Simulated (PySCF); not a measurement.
# C3H3N (SMILES C=C=C=N) at 5 levels

Wanted: a comparison of 5 runs (HF/3-21G, MN15-L/4-31G, MN15-L/6-31++G**, CCSD(T)/SBKJC, CCSD(T)/ANO-RCC-VDZ) of C3H3N. Input form: a Python script.

Program for the calculation: PySCF 2.14.0.

6 further runs of the same task are left out: 5 that didn't finish, 1 set aside as unsound or not needed.

### 1 The structure to begin with

The species is C3H3N (7 atoms), meant as a singlet with charge 0. SMILES: `C=C=C=N`. The coordinates come from a PBE0-D4/def2-TZVP relaxation.

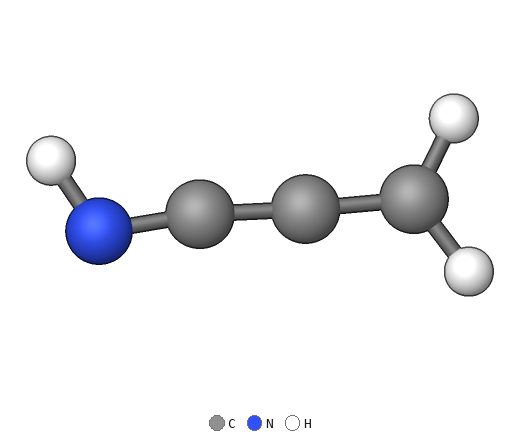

The structure, seen from a chosen angle (carbon grey, nitrogen blue, hydrogen white).

### 2 The polarisability at HF/3-21G (run 1)

The input, mol.sdf:

```

     RDKit          3D

  7  6  0  0  0  0  0  0  0  0999 V2000
   -0.9702    1.1876    0.1514 C   0  0  0  0  0  0  0  0  0  0  0  0
   -0.1714    0.1772   -0.0827 C   0  0  0  0  0  0  0  0  0  0  0  0
    0.6180   -0.8036   -0.2583 C   0  0  0  0  0  0  0  0  0  0  0  0
    1.3421   -1.7510   -0.5678 N   0  0  0  0  0  0  0  0  0  0  0  0
   -1.5689    1.6358   -0.6387 H   0  0  0  0  0  0  0  0  0  0  0  0
   -1.0704    1.6222    1.1437 H   0  0  0  0  0  0  0  0  0  0  0  0
    1.8821   -2.1364    0.2068 H   0  0  0  0  0  0  0  0  0  0  0  0
  2  1  2  0
  3  2  2  0
  4  3  2  0
  5  1  1  0
  6  1  1  0
  7  4  1  0
M  END
$$$$
```

The input, job.py:

```python
# C=C=C=N
import numpy
from pyscf import gto, scf
from pyscf.prop.polarizability import rhf
from rdkit import Chem

rd = Chem.MolFromMolFile('mol.sdf', removeHs=False, sanitize=False)
xyz = rd.GetConformer().GetPositions()
geom = [(a.GetSymbol(), tuple(x)) for a, x in zip(rd.GetAtoms(), xyz)]
for s, x in geom:
    print('%-2s %12.6f %12.6f %12.6f' % (s, *x))

molecule = gto.M(
    atom=geom,
    max_memory=1860,
    charge=0,
    basis='3-21g',
    cart=True,
    verbose=4,
)

hf = scf.RHF(molecule)
hf.kernel()

etot = hf.e_tot
print('E = %.10f Eh' % etot)
pol = rhf.Polarizability(hf)
alpha = pol.polarizability()
print('isotropic polarizability %.4f bohr^3' % (numpy.trace(alpha) / 3))
alpha_w = pol.polarizability_with_freq(freq=0.0774)
beta = pol.hyper_polarizability()
```

Command:

```console
$ OMP_NUM_THREADS=1 python job.py
```

The log of the run:

```text
C     -0.970200     1.187600     0.151400
C     -0.171400     0.177200    -0.082700
C      0.618000    -0.803600    -0.258300
N      1.342100    -1.751000    -0.567800
H     -1.568900     1.635800    -0.638700
H     -1.070400     1.622200     1.143700
H      1.882100    -2.136400     0.206800

PySCF version 2.14.0

[... 64 lines left out ...]
converged SCF energy = -168.741763322062
[... 3 lines left out ...]
isotropic polarizability 37.6361 bohr^3
```

Wall time 2 s (1 thread of AMD EPYC 7R43 (Zen 3), shared host); peak memory 0.14 GiB.

### 3 Localised orbitals at MN15-L/4-31G (run 2)

The input, input.py:

```python
import numpy
from pyscf import gto, dft, lo

mol = gto.M(
    atom='''
C     -0.970200     1.187600     0.151400
C     -0.171400     0.177200    -0.082700
C      0.618000    -0.803600    -0.258300
N      1.342100    -1.751000    -0.567800
H     -1.568900     1.635800    -0.638700
H     -1.070400     1.622200     1.143700
H      1.882100    -2.136400     0.206800
''',
    spin=0,
    basis='4-31g',
    max_memory=1860,
    verbose=3,
)

mf = dft.RKS(mol, xc='mn15-l')
mf.kernel()

e_tot = mf.e_tot
print('E(%s) = %.9f' % ('MN15-L', e_tot))
occ = mf.mo_coeff[:, 4:mol.nelec[0]]
loc = lo.PM(mol, occ).kernel()
r1 = numpy.einsum('xij,ip,jp->px', mol.intor('int1e_r'), loc, loc)
spread = numpy.einsum('ij,ip,jp->p', mol.intor('int1e_r2'), loc, loc) - (r1 ** 2).sum(1)
centres = r1 * 0.529177
print('orbital  centre (A)  spread (bohr^2)')
for i, (c, s) in enumerate(zip(centres, spread), 1):
    print('%3d %9.4f %9.4f %9.4f %9.4f' % (i, *c, s))
```

Command:

```console
$ OMP_NUM_THREADS=1 python input.py
```

The log of the run:

```text
converged SCF energy = -170.299808182579
E(MN15-L) = -170.299808183
orbital  centre (A)  spread (bohr^2)
  1    1.0061   -1.3055   -0.4059    1.6254
  2   -0.5586    0.6670    0.0306    1.9647
  3    0.2644   -0.3241   -0.0541    1.9383
  4    1.6354   -1.9470   -0.1052    2.3853
  5   -1.0293    1.4647    0.8018    2.5790
  6   -1.3562    1.4738   -0.3665    2.5783
  7    1.0141   -1.3238   -0.4339    4.9220
  8    1.3031   -1.7971   -0.8547    3.4240
  9   -0.4647    0.5489    0.0056    5.8965
 10    0.1489   -0.2558   -0.2635    4.7558
```

Run time: 5.7 s. Hardware: 1 thread of AMD EPYC 7R43 (Zen 3), shared host; peak memory 0.24 GiB.

Runs 3 to 4 aren't shown in full; the table further down has their settings and results.

### 4 A single-point energy at CCSD(T)/ANO-RCC-VDZ (run 5)

The input, job.py:

```python
# C=C=C=N
from pyscf import gto, scf, cc

mol = gto.M(
    atom='''
C     -0.970200     1.187600     0.151400
C     -0.171400     0.177200    -0.082700
C      0.618000    -0.803600    -0.258300
N      1.342100    -1.751000    -0.567800
H     -1.568900     1.635800    -0.638700
H     -1.070400     1.622200     1.143700
H      1.882100    -2.136400     0.206800
''',
    max_memory=1860,
    verbose=4,
    basis='ano-rcc-vdz',
    spin=0,
    symmetry=True,
)

hf = mol.RHF()
hf.DIIS = scf.EDIIS
hf.kernel()

mycc = cc.CCSD(hf)
mycc.kernel()
e_t = mycc.ccsd_t()
energy = mycc.e_tot + e_t
print(f'total energy: {energy:.8f} hartree')
hf.analyze()
```

Command:

```console
$ OMP_NUM_THREADS=1 python job.py
```

The log of the run:

```text
PySCF version 2.14.0

[... 116 lines left out ...]
CCSD converged
[... 9 lines left out ...]
DFT Exchange-Correlation Energy =      -23.062923768191354
[... 8 lines left out ...]
MO #7   energy= -0.946042960129269 occ= 2
[... 6 lines left out ...]
MO #14  energy= -0.349646022013296 occ= 2
[... 6 lines left out ...]
MO #21  energy= 0.414330201506381  occ= 0
[... 6 lines left out ...]
MO #28  energy= 0.757454132237761  occ= 0
[... 6 lines left out ...]
MO #35  energy= 1.1316558656068    occ= 0
[... 6 lines left out ...]
MO #42  energy= 2.71060323755094   occ= 0
[... 52 lines left out ...]
Dipole moment(X, Y, Z, Debye): -0.61558,  1.43151,  2.22536
```

It took 5.1 s on 1 thread of AMD EPYC 7R43 (Zen 3), shared host; peak memory 0.16 GiB.

### 5 All runs side by side

| run | level | task | Cartesian functions | energy (Eh) | dipole moment (D) of the reference | HOMO energy (eV) | LUMO energy (eV) | wall time |
| --- | --- | --- | --- | --- | --- | --- | --- | --- |
| 1 | HF/3-21G | polarizability | yes | -168.741763 | 2.42 | -9.19 | 2.10 | 2 s |
| 2 | MN15-L/4-31G | localise | no | -170.299808 | 2.22 | -5.50 | -2.28 | 5.7 s |
| 3 | MN15-L/6-31++G** (Cartesian functions) | localise | yes | -170.630983 | 2.02 | -5.84 | -2.69 | 13 s |
| 4 | CCSD(T)/SBKJC (core potential) | energy | no | -28.040228 | 2.77 | -9.30 | 1.65 | 1.6 s |
| 5 | CCSD(T)/ANO-RCC-VDZ | energy | no | -170.070818 | 2.72 | -9.51 | 1.63 | 5.1 s |

### 6 Results

```
                                    quantity          value
                         run 5: total energy  -170.07082 Eh
 run 5: dipole moment (Hartree–Fock density)         2.72 D
  run 5: HOMO energy (Hartree–Fock orbitals)       -9.51 eV
  run 5: LUMO energy (Hartree–Fock orbitals)        1.63 eV
run 5: HOMO–LUMO gap (Hartree–Fock orbitals)       11.14 eV
                   run 5: correlation energy     -426.5 mEh
                       run 5: (T) correction     -16.90 mEh
                        run 5: T1 diagnostic          0.014
```

Over runs 1, 2, 3 the dipole moment (its size) runs from 2.02 D (MN15-L/6-31++G**) to 2.42 D (HF/3-21G). The two ends differ in method and basis. Over runs 1, 2, 3 the HOMO–LUMO gap runs from 3.15 eV (MN15-L/6-31++G**) to 11.29 eV (HF/3-21G). Some runs of one species differ in core potentials or relativity; totals across that change don't compare. In run 5 relativity is left out where basis or elements ask for it. All runs together took 27 s, the longest 13 s.
